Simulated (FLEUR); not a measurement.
# TiClO: which magnetic order is lowest, part 3 of 3

Aim: find out whether TiClO carries moments, and which collinear order costs least.

FLEUR MaX-R8.1; LDA (VWN) with U = 3.9 eV, J = 0.9 eV on Ti d; all-electron FLAPW, Dirac cores, scalar-relativistic bands.

So far. Step 2 (Run 1 (ferro ++)): After 30 cycles the largest moment stands at 0.862 μB. Step 3 (Order 2, typed as antiferro +-): It lies 0.742 meV a seeded atom under the first start, and its largest moment is 0.854 μB against 0.862 μB.

The database entry behind the starting cell differs from later determinations by our own check (old inner coordinates), so it need not match the best structure at ambient conditions.

### 5. Spin–orbit coupling, moments along [001]

Level of this step: LDA (VWN) with U = 3.9 eV, J = 0.9 eV on Ti d; all-electron FLAPW, Dirac cores, scalar-relativistic bands with spin-orbit coupling (FLEUR).

Spin–orbit coupling ties the spins to the lattice and lets orbital moments form.

A new self-consistent run of the start antiferro +-, with the moments along z.

Input file inp.xml:

```
<?xml version="1.0" encoding="UTF-8" standalone="no"?>
<fleurInput fleurInputVersion="0.39">
   <comment>
      TiClO
   </comment>
   <calculationSetup>
      <cutoffs Kmax="4.4" Gmax="13.2" GmaxXC="13.2" numbands="170"/>
      <scfLoop itmax="130" minDistance="0.0001" maxIterBroyd="15" imix="Anderson" alpha="0.05" precondParam="0.0" spinf="2.0" sdNocoIR="T"/>
      <coreElectrons ctail="T" frcor="F" kcrel="0" coretail_lmax="0"/>
      <xcFunctional name="vwn" relativisticCorrections="F"/>
      <magnetism jspins="2"/>
      <soc l_soc="T" theta="0.0" phi="0.0" spav="F"/>
      <expertModes spex="0" secvar="F"/>
      <geometryOptimization l_f="F" forcealpha="1.0" forcemix="BFGS" epsdisp="0.00001" epsforce="0.00001"/>
      <ldaU l_linMix="F" mixParam="0.05" spinf="1.0"/>
   </calculationSetup>
   <cell>
      <bzIntegration valenceElectrons="50.0" mode="hist" fermiSmearingEnergy="0.00293995">
         <kPointListSelection listName="default-1"/>
         <xi:include xmlns:xi="http://www.w3.org/2001/XInclude" href="kpts.xml"> </xi:include>
      </bzIntegration>
      <xi:include xmlns:xi="http://www.w3.org/2001/XInclude" href="sym.xml"> </xi:include>
      <bulkLattice scale="1.0">
         <bravaisMatrix>
            <row-1>    6.3872743011479995     0.0000000000000000     0.0000000000000000</row-1>
            <row-2>    0.0000000000000000     7.1620620122339993     0.0000000000000000</row-2>
            <row-3>    0.0000000000000000     0.0000000000000000    15.1745007805379988</row-3>
         </bravaisMatrix>
      </bulkLattice>
   </cell>
   <atomSpecies>
      <species name="Titanium (1.002" element="Ti" atomicNumber="22">
         <mtSphere radius="2.29" gridPoints="757" logIncrement="0.016"/>
         <atomicCutoffs lmax="8" lnonsphr="6"/>
         <electronConfig flipSpins="F">
            <coreConfig>(1s1/2) (2s1/2) (2p1/2) (2p3/2)</coreConfig>
            <valenceConfig>(3s1/2) (3p1/2) (3p3/2) (4s1/2) (3d3/2) (3d5/2)</valenceConfig>
            <stateOccupation state="(3d3/2)" spinUp="0.4" spinDown="0.4"/>
            <stateOccupation state="(3d5/2)" spinUp="1.101" spinDown="0.099"/>
         </electronConfig>
         <energyParameters s="4" p="4" d="3" f="4"/>
         <ldaU l="2" U="3.9" J="0.9" l_amf="F"/>
         <lo type="SCLO" l="0" n="3" eDeriv="0"/>
         <lo type="SCLO" l="1" n="3" eDeriv="0"/>
      </species>
      <species name="Titanium (-1.002" element="Ti" atomicNumber="22">
         <mtSphere radius="2.29" gridPoints="757" logIncrement="0.016"/>
         <atomicCutoffs lmax="8" lnonsphr="6"/>
         <electronConfig flipSpins="F">
            <coreConfig>(1s1/2) (2s1/2) (2p1/2) (2p3/2)</coreConfig>
            <valenceConfig>(3s1/2) (3p1/2) (3p3/2) (4s1/2) (3d3/2) (3d5/2)</valenceConfig>
            <stateOccupation state="(3d3/2)" spinUp="0.4" spinDown="0.4"/>
            <stateOccupation state="(3d5/2)" spinUp="0.099" spinDown="1.101"/>
         </electronConfig>
         <energyParameters s="4" p="4" d="3" f="4"/>
         <ldaU l="2" U="3.9" J="0.9" l_amf="F"/>
         <lo type="SCLO" l="0" n="3" eDeriv="0"/>
         <lo type="SCLO" l="1" n="3" eDeriv="0"/>
      </species>
      <species name="Chlorine (Cl)" element="Cl" atomicNumber="17">
         <mtSphere radius="1.98" gridPoints="655" logIncrement="0.018"/>
         <atomicCutoffs lmax="8" lnonsphr="6"/>
         <electronConfig flipSpins="F">
            <coreConfig>(1s1/2) (2s1/2) (2p1/2) (2p3/2)</coreConfig>
            <valenceConfig>(3s1/2) (3p1/2) (3p3/2)</valenceConfig>
            <stateOccupation state="(3p1/2)" spinUp="0.833333" spinDown="0.833333"/>
            <stateOccupation state="(3p3/2)" spinUp="1.666667" spinDown="1.666667"/>
         </electronConfig>
         <energyParameters s="3" p="3" d="3" f="4"/>
      </species>
      <species name="Oxygen (O)" element="O" atomicNumber="8">
         <mtSphere radius="1.3" gridPoints="431" logIncrement="0.024"/>
         <atomicCutoffs lmax="6" lnonsphr="4"/>
         <electronConfig flipSpins="F">
            <coreConfig>(1s1/2)</coreConfig>
            <valenceConfig>(2s1/2) (2p1/2) (2p3/2)</valenceConfig>
            <stateOccupation state="(2p1/2)" spinUp="0.666667" spinDown="0.666667"/>
            <stateOccupation state="(2p3/2)" spinUp="1.333333" spinDown="1.333333"/>
         </electronConfig>
         <energyParameters s="2" p="2" d="3" f="4"/>
      </species>
   </atomSpecies>
   <atomGroups>
      <atomGroup species="Titanium (1.002">
         <relPos label="                   1">.0000000000 1.000/2.000 .1220000000</relPos>
         <force calculate="T" relaxXYZ="TTT"/>
      </atomGroup>
      <atomGroup species="Titanium (-1.002">
         <relPos label="                   2">1.000/2.000 .0000000000 -.1220000000</relPos>
         <force calculate="T" relaxXYZ="TTT"/>
      </atomGroup>
      <atomGroup species="Chlorine (Cl)">
         <relPos label="                   3">1.000/2.000 1.000/2.000 8.000/25.000</relPos>
         <force calculate="T" relaxXYZ="TTT"/>
      </atomGroup>
      <atomGroup species="Chlorine (Cl)">
         <relPos label="                   4">.0000000000 .0000000000 -8.000/25.000</relPos>
         <force calculate="T" relaxXYZ="TTT"/>
      </atomGroup>
      <atomGroup species="Oxygen (O)">
         <relPos label="                   5">1.000/2.000 1.000/2.000 -.0650000000</relPos>
         <force calculate="T" relaxXYZ="TTT"/>
      </atomGroup>
      <atomGroup species="Oxygen (O)">
         <relPos label="                   6">.0000000000 .0000000000 .0650000000</relPos>
         <force calculate="T" relaxXYZ="TTT"/>
      </atomGroup>
   </atomGroups>
   <output dos="F" band="F" slice="F">
      <bandDOS minEnergy="-.5*Htr" maxEnergy="0.5*Htr" sigma="0.015" storeEVData="T"/>
      <plotting iplot="0" polar="F">
         <plot TwoD="T" vec1="  1.0  0.0  0.0" vec2="  0.0  1.0  0.0" vec3="  0.0  0.0  1.0" zero="  0.0  0.0  0.0" file="plot"/>
      </plotting>
      <moessbauerParams electricFieldGradient="F" isomerShift="F" coreHyperfine="F" valenceHyperfine="F"/>
   </output>
</fleurInput>
```

Input file crystal.txt:

```
TiClO
&input film=F cartesian=F /
3.38000000000  0.00000000000  0.00000000000
0.00000000000  3.79000000000  0.00000000000
0.00000000000  0.00000000000  8.03000000000
1.8897261246
1.0 1.0 1.0

6
22 0.00000000000  0.50000000000  0.12200000000 : 1.002
22 0.50000000000  0.00000000000  0.87800000000 : -1.002
17 0.50000000000  0.50000000000  0.32000000000
17 0.00000000000  0.00000000000  0.68000000000
8 0.50000000000  0.50000000000  0.93500000000
8 0.00000000000  0.00000000000  0.06500000000

&soc 0.0000000 0.0000000 /
&kpt div1=6 div2=6 div3=6 gamma=T /
```

Run with:

```
OMP_NUM_THREADS=1 inpgen -f crystal.txt > inpgen.log  # inp.xml is then edited as shown
OMP_NUM_THREADS=1 mpirun -n 4 fleur_MPI > fleur.log
```

Log:

```text
[banner, memory and clock lines left out]
Welcome to FLEUR        (www.flapw.de)
      MaX-Release 8.1          (www.max-centre.eu)

 ========== k-point set info ==========
 Selected k-point list: default-1
 k-point list type: mesh
 6 x 6 x 6
 Number of k points: 120

 [... set-up left out ...]
 no density matrix found ... skipping LDA+U
 Reset of history
 Iteration:     1   Distance:      17.57680348 me/bohr^3
 Iteration:     2   Distance:      16.25036820 me/bohr^3
 Iteration:     3   Distance:      13.91401992 me/bohr^3
 Iteration:     4   Distance:       7.34010259 me/bohr^3
 Iteration:     5   Distance:       8.00998657 me/bohr^3
 Iteration:     6   Distance:       5.44433282 me/bohr^3
 Iteration:     7   Distance:       4.42064265 me/bohr^3
 Iteration:     8   Distance:       4.69912589 me/bohr^3
[... lines left out ...]
[... 21 iterations left out ...]
[... lines left out ...]
 Iteration:    36   Distance:       2.21614808 me/bohr^3
 Iteration:    37   Distance:       2.46368650 me/bohr^3
 Iteration:    38   Distance:       1.42687531 me/bohr^3
 Iteration:    39   Distance:       2.53899089 me/bohr^3
 Iteration:    40   Distance:       2.98938845 me/bohr^3
 Iteration:    41   Distance:       3.17754208 me/bohr^3

--- out.xml (last complete iteration) ---
<iteration numberForCurrentRun="   41" overallNumber="   41">
         [... left out ...]
         <bandgap value="0.0006985602" units="eV"/>
         <sumValenceSingleParticleEnergies value="-22.8607842388" units="Htr"/>
         <FermiEnergy value="0.2168596365" units="Htr"/>
         [... left out ...]
         <magneticMomentsInMTSpheres units="muBohr">
            <globalMagMoment atomType="1" vec="0.00000   0.00000   0.84204"/>
            <globalMagMoment atomType="2" vec="0.00000   0.00000  -0.84211"/>
            <globalMagMoment atomType="3" vec="0.00000   0.00000   0.01072"/>
            <globalMagMoment atomType="4" vec="0.00000   0.00000  -0.01072"/>
            <globalMagMoment atomType="5" vec="0.00000   0.00000   0.03978"/>
            <globalMagMoment atomType="6" vec="0.00000   0.00000  -0.03978"/>
         </magneticMomentsInMTSpheres>
         <orbitalMomentsInMTSpheres units="muBohr">
            <globalMagMoment atomType="1" vec="0.00000   0.00000   0.01520"/>
            <globalMagMoment atomType="2" vec="0.00000   0.00000  -0.01520"/>
            <globalMagMoment atomType="3" vec="0.00000   0.00000   0.00057"/>
            <globalMagMoment atomType="4" vec="0.00000   0.00000  -0.00057"/>
            <globalMagMoment atomType="5" vec="0.00000   0.00000   0.00051"/>
            <globalMagMoment atomType="6" vec="0.00000   0.00000  -0.00051"/>
         </orbitalMomentsInMTSpheres>
         [... left out ...]
         <totalEnergy value="    -2774.2496516796" units="Htr">
            <sumOfEigenvalues value="    -1593.1315973963">
               <coreElectrons value="-1570.2708131575"/>
               <valenceElectrons value="-22.8607842388"/>
            </sumOfEigenvalues>
         [... left out ...]
            <freeEnergy value="-2774.2521804669"/>
            <extrapolationTo0K value="-2774.2509160733"/>
         </totalEnergy>
         [... left out ...]
         <ldaUDensityMatrixConvergence>
            <distance spin="1" distance="0.611291"/>
            <distance spin="2" distance="0.611322"/>
         </ldaUDensityMatrixConvergence>
         <densityConvergence units="me/bohr^3">
            <chargeDensity spin="1" distance="2.2418189879"/>
            <chargeDensity spin="2" distance="2.2420199302"/>
            <overallChargeDensity distance="3.1775420753"/>
            <spinDensity distance="3.1635482994"/>
         </densityConvergence>
      </iteration>
```

Run time: 68 min. Hardware: 4 MPI ranks of Intel Xeon 6975P-C (Granite Rapids), shared host; peak memory 2 GiB.

The run was cut off at its time limit.

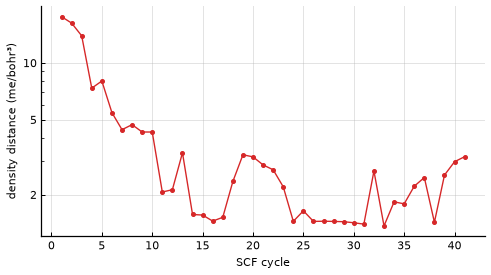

Distance of input and output densities by cycle.

After 41 cycles the density distance stands at 3.2 me/bohr³, above the threshold of 0.0001.

### 6. Outcome

* lowest state found: antiferromagnetic (typed antiferro +-)
* largest site spin moment: 0.854 μB
* next finished state: ferromagnetic, 0.742 meV a seeded atom higher

In words: The lowest state found is antiferromagnetic, reached from the start antiferro +-, with moments up to 0.854 μB. The two lowest states lie so close that the mesh, the functional or spin–orbit coupling could swap them. The self-consistent run with spin–orbit coupling gave no result. Only 2 starts were tried; other patterns of signs, canted and longer-period orders were not.

[Logs and program files are shortened in this print: banners, set-up blocks, solver, clock and traceback lines can be left out without a mark of their own.]

[Logs are printed without paths, hosts, clocks, repeated set-up lines and the standing remarks that a program may print on its own settings, such as how far it seeks lower states.]

[Hosts, paths, dates, database ids (printed as entryN), source tags and the programs' standing remarks are cut or masked in the printed files.]

[Where a cell is said to come from a database of computed structures, the database is the Materials Project.]
